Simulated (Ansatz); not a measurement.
C4H4Si (SMILES C#C[SiH2]C#C): the energy, rung by rung

C4H4Si: 9 atoms, total charge 0, spin state singlet. SMILES: `C#C[SiH2]C#C`. Geometry: optimised at B3LYP/def2-SVP.

```xyz
9

C     2.0114   -0.0735    1.7100
C     1.2604   -0.3225    0.7852
Si    0.1394   -0.7140   -0.6164
C    -1.2686    0.4650   -0.6567
C    -2.2068    1.2394   -0.6943
H     2.6732    0.1485    2.5278
H     0.8975   -0.6168   -1.8927
H    -0.3835   -2.0973   -0.4548
H    -3.0346    1.9248   -0.7252
```

Each level gives the dissociation energy of the C4–Si3 bond into doublet C2H and doublet C2H3Si (shapes relaxed at B3LYP/def2-SVP, no zero-point term) (eV). The values are calculated.

```tsv
level	kind	program	value (eV)
HF/def2-SVP	Hartree–Fock	Ansatz	4.22
PBE/def2-SVP	GGA	Ansatz	5.40
B3LYP/def2-SVP	global hybrid	Ansatz	5.40
MP2/def2-SVP	perturbation theory	Ansatz	6.29
CCSD(T)/def2-SVP	coupled cluster or CI	Ansatz	5.31
```

The values span 4.22 to 6.29 eV. Spin contamination of the reference (⟨S²⟩ at least 0.1 too high) touches HF/def2-SVP, MP2/def2-SVP, CCSD(T)/def2-SVP. Hartree–Fock misses the correlation of the electron pair that is broken and comes out low. Measured bond enthalpies also hold zero-point and thermal terms, a few tenths of an eV less. The coupled-cluster rows rest on a doubtful reference here (large T1 or Brueckner and Hartree–Fock orbitals at odds), and rows may lie in different states.

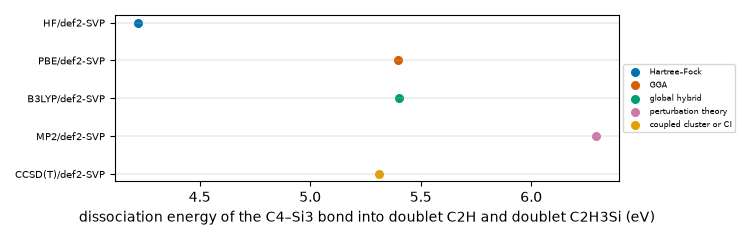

The values of the table, level by level.
